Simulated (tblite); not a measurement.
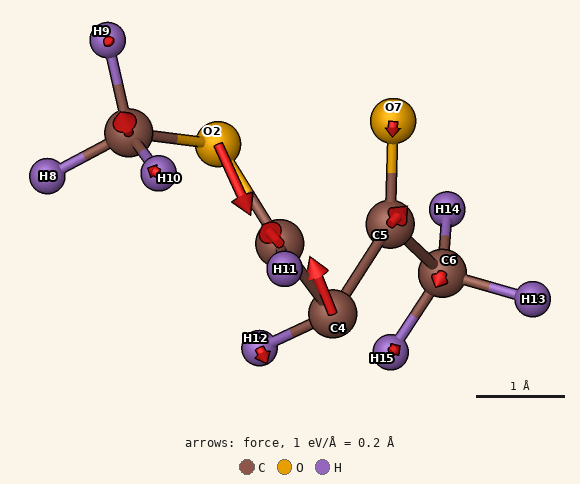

Starting geometry of C5H8O2 (charge +1, multiplicity 2) with the computed forces as red arrows. A ball-and-stick model, seen from a free direction.

These are results of GFN2-xTB geometry optimisation, gas phase in tblite 0.8.0, not measurements. 

### What follows when this structure is relaxed?

It isn't relaxed: the largest force vector, on an O atom, is 4.59 eV/Å. The final displacements have little in common with the starting forces (cosine between the two patterns 0.22). An H atom moves most after the best rigid fit: 1.45 Å. By element the largest moves are H 1.45 Å, O 0.74 Å, C 0.43 Å. Some distances before and after: C–C 1.487 → 1.367 Å, C–O 1.367 → 1.291 Å, C–C 1.518 → 1.471 Å, C–O 1.383 → 1.407 Å. Among the angles between lasting bonds that change: C–C–H 106.1° → 122.1°, C–C–H 104.5° → 120.1°, C–O–C 108.1° → 122.4°. Groups turn about C–O by about 45°, C–C by about 25°. After 81 geometry steps the energy has fallen by 57.5 kcal/mol.
